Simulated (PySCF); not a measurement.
Ge(Cl)(Br)2(Et), SMILES C[CH2][Ge]([Cl])([Br])[Br] (C₂H₅Br₂ClGe) at its CAM-B3LYP/def2-SVP optimised geometry (Å):

```
11

C     -1.0711    -2.0471     1.5463
C     -1.4789    -0.5782     1.5264
Ge    -0.7808     0.3983     0.0000
Cl    -1.4300    -0.5249    -1.8345
Br    -1.5206     2.5741     0.0000
Br     1.5206     0.3983     0.0000
H     -1.4252    -2.5741     0.6483
H      0.0219    -2.1609     1.5939
H     -1.4987    -2.5540     2.4240
H     -1.1233    -0.0397     2.4185
H     -2.5723    -0.4542     1.4876
```

Level of theory: PySCF with CAM-B3LYP/def2-TZVP. Cells within 0.4 Å of a nucleus heavier than hydrogen are left out (blank, or x).

Map of the Laplacian of the electron density (e/bohr⁵), clipped to [-1.50, 1.50] on the plane z = 0.0 Å:

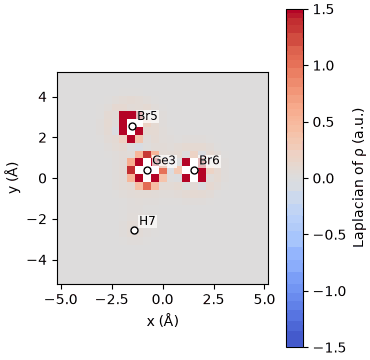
*Laplacian of the electron density (e/bohr⁵), clipped to [-1.50, 1.50] on the plane z = 0.0 Å.*
